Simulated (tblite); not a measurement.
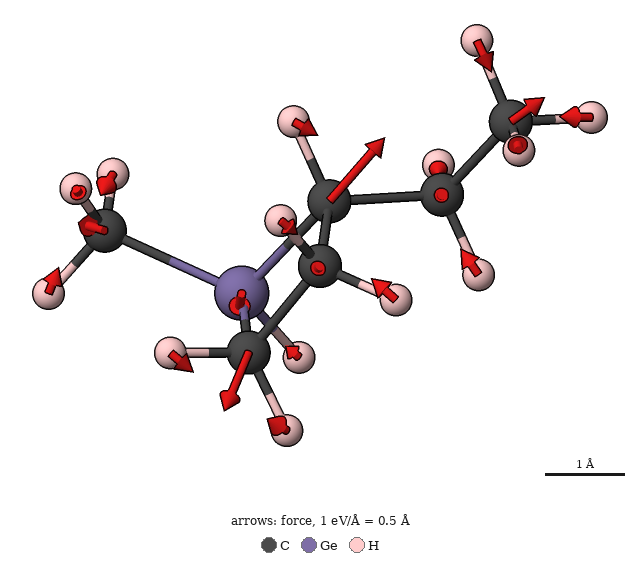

Starting geometry of C6H14Ge with the computed forces as red arrows. Style: ball-and-stick. Shown from a free direction.

The calculation used tblite 0.8.0, GFN2-xTB geometry optimisation, gas phase. 

Is this structure relaxed? If not, where do the atoms go?

Answer. It isn't relaxed: the largest force vector, on a C atom, is 2.17 eV/Å. The final displacements have little in common with the starting forces (cosine between the two patterns 0.16). An H atom moves most after the best rigid fit: 0.89 Å. Largest moves by element: H 0.89 Å, C 0.34 Å, Ge 0.17 Å. Among the contacts that change: C–Ge 1.924 → 2.013 Å, C–Ge 1.950 → 1.991 Å, Ge–H 1.554 → 1.524 Å, C–H 1.121 → 1.093 Å. Bond angles that change, for instance: C–Ge–C 112.1° → 122.1°, Ge–C–H 111.8° → 121.7°, C–C–Ge 112.1° → 122.0°. Groups turn about C–C by about 30°, C–C by about 25°, C–Ge by about 20°. After 151 geometry steps the energy has fallen by 0.549 eV. The run took 1.1 s on 1 thread of Arm Neoverse V1, with other jobs on the host.
